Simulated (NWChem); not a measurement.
# HSe (SMILES [SeH]) at 6 levels

We compute a comparison of 6 runs (U-r2SCAN/cc-pVTZ, UB3LYP/cc-pVTZ, UBHLYP/cc-pVTZ, UBLYP/cc-pVTZ, UM06-2X/cc-pVTZ, UM06-L/cc-pVTZ) of HSe. 

Program for the calculation: NWChem 7.3.0.

### 1 The structure to begin with

The species is HSe (2 atoms), meant as a doublet with charge 0. As SMILES, `[SeH]`. The shape is that of a PBE0-D4/def2-TZVP optimisation.

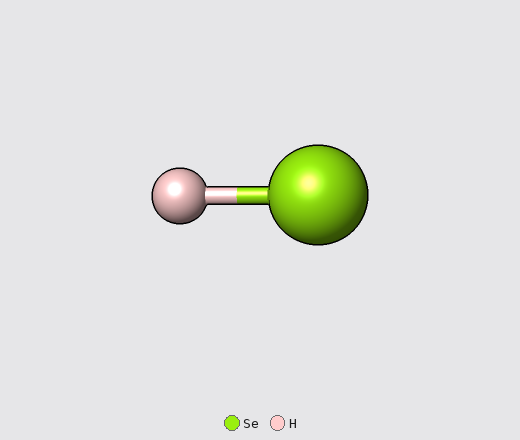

Viewed from a chosen angle; selenium green, hydrogen pink.

### 2 Energy and gradient at U-r2SCAN/cc-pVTZ (run 1)

The input, calc.nw:

```
start calc
title "HSe r2SCAN"
memory 2200 mb
charge 0

geometry noautosym nocenter noautoz
 Se   -0.624700    0.225700   -0.315900
 H     0.624700   -0.225700    0.315900
end

basis spherical bse
 * library cc-pVTZ
end

dft
 xc r2scan
 mult 2
 grid xfine
 convergence energy 1e-08
 maxiter 100
 mulliken
end

task dft gradient
```

Launch:

```console
$ nwchem calc.nw > calc.out
```

Log:

```text
[...]
          Wavefunction type:  spin polarized.
          No. of atoms     :     2
          No. of electrons :    35
[...]
          Charge           :     0
          Spin multiplicity:     2
[...]
          AO basis - number of functions:    57
[...]
              XC Information
              --------------
                      r^2SCAN Method XC Functional
               r^2SCAN metaGGA Exchange Functional  1.000
                     r^2SCAN Correlation Potential  1.000
[...]
 d= 0,ls=0.0,diis     1  -2402.1259540359 -2.41D+03  3.17D-03  7.98D-02    12.3
[...]
 d= 0,ls=0.0,diis     8  -2402.1453933190 -5.61D-09  1.00D-06  4.51D-09    54.2
[...]
         Total DFT energy =    -2402.145393319039
      One electron energy =    -3367.967567444675
           Coulomb energy =     1041.067389208910
    Exchange-Corr. energy =      -87.476106767024
 Nuclear repulsion energy =       12.230891683750
[...]
      Total Density - Mulliken Population Analysis
     ---------------------------------------------
    Atom       Charge   Shell Charges
 -----------   ------   -------------------------------------------------------
    1 Se  34    34.07   2.00  2.01  1.93  0.46  1.05  0.48  6.00  5.85  0.96  2.25  1.05  9.62  0.39  0.03  0.00
    2 H    1     0.93   0.23  0.51  0.15  0.01  0.04  0.00
[...]
      <S2> =      0.7552 (Exact =     0.7500)
[...]
  wavefunction    = open shell
                         DFT ENERGY GRADIENTS
    atom               coordinates                        gradient
                 x          y          z           x          y          z
   1 Se     -1.180512   0.426511  -0.596964   -0.000214   0.000077  -0.000108
   2 H       1.180512  -0.426511   0.596964    0.000214  -0.000077   0.000108
[...]
```

Wall time 70 s (1 thread of AMD EPYC 7R13 (Zen 3), shared host); peak memory 0.14 GiB.

### 3 Energy and gradient at UB3LYP/cc-pVTZ (run 2)

The input, hse.xyz:

```xyz
2

Se    -0.624700     0.225700    -0.315900
H      0.624700    -0.225700     0.315900
```

The input, hse.nw:

```
start hse
memory total 2200 mb
geometry units angstrom noautosym nocenter noautoz
load hse.xyz
end
basis spherical bse
* library cc-pVTZ
end
dft
xc b3lyp
mult 2
grid xfine
convergence energy 1e-08
iterations 100
mulliken
end
task dft gradient
```

Launch:

```console
$ nwchem hse.nw > hse.out
```

Log:

```text
[...]
          Wavefunction type:  spin polarized.
          No. of atoms     :     2
          No. of electrons :    35
[...]
          Charge           :     0
          Spin multiplicity:     2
[...]
          AO basis - number of functions:    57
[...]
              XC Information
              --------------
                         B3LYP Method XC Potential
                     Hartree-Fock (Exact) Exchange  0.200
                        Slater Exchange Functional  0.800 local
                    Becke 1988 Exchange Functional  0.720 non-local
              Lee-Yang-Parr Correlation Functional  0.810
                  VWN I RPA Correlation Functional  0.190 local
[...]
 d= 0,ls=0.0,diis     1  -2402.1786048952 -2.41D+03  3.16D-03  8.26D-02    12.2
[...]
 d= 0,ls=0.0,diis     8  -2402.1983011899 -6.74D-09  4.12D-07  1.14D-09    53.6
[...]
         Total DFT energy =    -2402.198301189893
      One electron energy =    -3367.817526155148
           Coulomb energy =     1040.907907767827
    Exchange-Corr. energy =      -87.519574486322
 Nuclear repulsion energy =       12.230891683750
[...]
      Total Density - Mulliken Population Analysis
     ---------------------------------------------
    Atom       Charge   Shell Charges
 -----------   ------   -------------------------------------------------------
    1 Se  34    34.06   2.00  2.01  1.91  0.48  1.06  0.47  6.00  5.84  0.98  2.17  1.10  9.62  0.39  0.02  0.01
    2 H    1     0.94   0.24  0.50  0.16  0.01  0.04  0.00
[...]
      <S2> =      0.7528 (Exact =     0.7500)
[...]
  wavefunction    = open shell
                         DFT ENERGY GRADIENTS
    atom               coordinates                        gradient
                 x          y          z           x          y          z
   1 Se     -1.180512   0.426511  -0.596964    0.001458  -0.000527   0.000737
   2 H       1.180512  -0.426511   0.596964   -0.001458   0.000527  -0.000737
[...]
```

Wall time 69 s (1 thread of AMD EPYC 7R13 (Zen 3), shared host); peak memory 0.14 GiB.

Runs 3 to 4 aren't shown in full; the table further down has their settings and results.

### 4 Energy and forces at UM06-2X/cc-pVTZ (run 5)

The input, input.nw:

```
start input
memory 2200 mb

geometry units atomic noautosym nocenter noautoz
  Se    -1.18051191     0.42651119    -0.59696448
  H      1.18051191    -0.42651119     0.59696448
end

basis spherical bse
  * library cc-pVTZ
end

dft
  xc m06-2x
  mult 2
  grid xfine
  convergence energy 1e-08
  maxiter 100
  mulliken
end

task dft gradient
```

Launch:

```console
$ nwchem input.nw > input.out
```

Log:

```text
[...]
          Wavefunction type:  spin polarized.
          No. of atoms     :     2
          No. of electrons :    35
[...]
          Charge           :     0
          Spin multiplicity:     2
[...]
          AO basis - number of functions:    57
[...]
              XC Information
              --------------
                       M06-2X Method XC Functional
                     Hartree-Fock (Exact) Exchange  0.540
                        M06-2X Exchange Functional  1.000
                      M06-2X Correlation Potential  1.000
[...]
 d= 0,ls=0.0,diis     1  -2402.1722732162 -2.41D+03  2.44D-03  6.95D-02    13.0
[...]
 d= 0,ls=0.0,diis    10  -2402.1840171824 -2.72D-09  2.22D-07  5.64D-11    73.0
[...]
         Total DFT energy =    -2402.184017182369
      One electron energy =    -3368.379550648106
           Coulomb energy =     1041.526883960922
    Exchange-Corr. energy =      -87.562241299356
 Nuclear repulsion energy =       12.230890804172
[...]
      Total Density - Mulliken Population Analysis
     ---------------------------------------------
    Atom       Charge   Shell Charges
 -----------   ------   -------------------------------------------------------
    1 Se  34    34.09   2.00  2.01  1.88  0.41  1.13  0.50  6.00  5.85  0.91  2.29  1.07  9.66  0.34  0.03  0.01
    2 H    1     0.91   0.23  0.48  0.16  0.01  0.03  0.00
[...]
      <S2> =      0.7546 (Exact =     0.7500)
[...]
  wavefunction    = open shell
                         DFT ENERGY GRADIENTS
    atom               coordinates                        gradient
                 x          y          z           x          y          z
   1 Se     -1.180512   0.426511  -0.596964   -0.000904   0.000327  -0.000457
   2 H       1.180512  -0.426511   0.596964    0.000904  -0.000327   0.000457
[...]
```

It took 91 s on 1 thread of AMD EPYC 7R13 (Zen 3), shared host; peak memory 0.14 GiB.

### 5 Energy and gradient at UM06-L/cc-pVTZ (run 6)

The input, struct.xyz:

```xyz
2
HSe gradient
Se    -0.624700     0.225700    -0.315900
H      0.624700    -0.225700     0.315900
```

The input, run.py:

```python
from ase.io import read
from ase.calculators.nwchem import NWChem

system = read('struct.xyz')

calc = NWChem(
    label='struct',
    theory='dft',
    memory='2200 mb',
    basis='cc-pVTZ',
    basispar='spherical bse',
    dft={'xc': 'm06-l', 'mult': '2', 'grid': 'xfine', 'convergence': 'energy 1e-08', 'iterations': '100', 'mulliken': None},
)
system.calc = calc

forces = system.get_forces()
print("Total energy (eV):", round(system.get_potential_energy(), 6))
print("forces (eV/A):")
for s, f in zip(system.symbols, forces):
    print(f"{s:2s} {f[0]:10.5f} {f[1]:10.5f} {f[2]:10.5f}")
```

Launch:

```console
$ export ASE_NWCHEM_COMMAND="nwchem PREFIX.nwi > PREFIX.nwo"
$ python run.py
```

Log:

```text
Total energy (eV): -65363.877762
forces (eV/A):
Se   -0.00576    0.00211   -0.00293
H     0.00576   -0.00211    0.00293
```

The calculator wrote struct.nwi:

```
title "struct"

permanent_dir struct

scratch_dir struct

start struct

geometry units angstrom nocenter noautosym noautoz
  Se -6.2470000000000003e-01 2.2570000000000001e-01 -3.1590000000000001e-01
  H  6.2470000000000003e-01 -2.2570000000000001e-01 3.1590000000000001e-01
end

memory 2200 mb

basis spherical bse noprint
   * library cc-pVTZ
end

dft
  xc m06-l
  mult 2
  grid xfine
  convergence energy 1e-08
  iterations 100
  mulliken
end

task dft gradient
```

struct.nwo:

```text
Northwest Computational Chemistry Package (NWChem) 7.3.0
             --------------------------------------------------------

           Job information
           ---------------

    nwchem branch   = 7.3.0
    use scalapack   = T
    input           = struct.nwi
    prefix          = struct.
    data base       = struct/struct.db
    status          = startup
    nproc           =        1

           Memory information
           ------------------

    heap     =     72089598 doubles =      550.0 Mbytes
    stack    =     72089595 doubles =      550.0 Mbytes
    global   =    144179200 doubles =     1100.0 Mbytes (distinct from heap & stack)
    total    =    288358393 doubles =     2200.0 Mbytes
    verify   = yes
    hardfail = no

[... 88 lines left out ...]
          Convergence on energy requested:  1.00D-08
[... 22 lines left out ...]
          Convergence Information
[... 30 lines left out ...]
 1-e energy   =   -3368.095504
[... 48 lines left out ...]
      One electron energy =    -3368.287087309910
[... 8 lines left out ...]
                    DFT Final Alpha Molecular Orbital Analysis
[... 947 lines left out ...]
          Convergence on gradient requested:  5.00D-04
[... 23 lines left out ...]
          total energy or number of iterations.
[... 18 lines left out ...]
                            NWChem DFT Gradient Module
                            --------------------------

                                      struct

  charge          =   0.00
  wavefunction    = open shell

                         DFT ENERGY GRADIENTS

    atom               coordinates                        gradient
                 x          y          z           x          y          z
   1 Se     -1.180512   0.426511  -0.596964    0.000112  -0.000041   0.000057
   2 H       1.180512  -0.426511   0.596964   -0.000112   0.000041  -0.000057

                 ----------------------------------------
                 |  Time  |  1-e(secs)   |  2-e(secs)   |
                 ----------------------------------------
                 |  CPU   |       0.00   |      12.32   |
                 ----------------------------------------
                 |  WALL  |       0.00   |      12.32   |
                 ----------------------------------------

 Task  times  cpu:      129.1s     wall:      129.1s
 Total times  cpu:      129.2s     wall:      129.2s
```

Wall time 2.2 min (1 thread of AMD EPYC 7R13 (Zen 3), shared host); peak memory 0.14 GiB.

### 6 The series

```csv
run,level,energy (Eh),dipole moment (D),HOMO energy (eV),LUMO energy (eV),wall time
1,U-r2SCAN/cc-pVTZ,-2402.145393,0.62,-6.09,-5.17,70 s
2,UB3LYP/cc-pVTZ,-2402.198301,0.56,-6.78,-4.86,69 s
3,UBHLYP/cc-pVTZ,-2402.150448,0.60,-8.03,-3.37,77 s
4,UBLYP/cc-pVTZ,-2402.196371,0.52,-5.69,-5.60,1.8 min
5,UM06-2X/cc-pVTZ,-2402.184017,0.63,-8.07,-3.39,91 s
6,UM06-L/cc-pVTZ,-2402.078222,0.54,-5.90,-5.27,2.2 min
```

### 7 Summary of results

| quantity | value |
| --- | --- |
| run 6: total energy | -2402.07822 Eh |
| run 6: dipole moment | 0.54 D |
| run 6: HOMO energy (highest over α and β) | -5.90 eV |
| run 6: LUMO energy (lowest over α and β) | -5.27 eV |
| run 6: ⟨S²⟩ | 0.755 |
| run 6: largest force on an atom | 0.007 eV/Å |

**Reading.** The dipole moment (its size) runs from 0.52 D (UBLYP/cc-pVTZ) to 0.63 D (UM06-2X/cc-pVTZ). Totals of different functionals can't be ranked against each other. All runs together took 9.1 min, the longest 2.2 min.
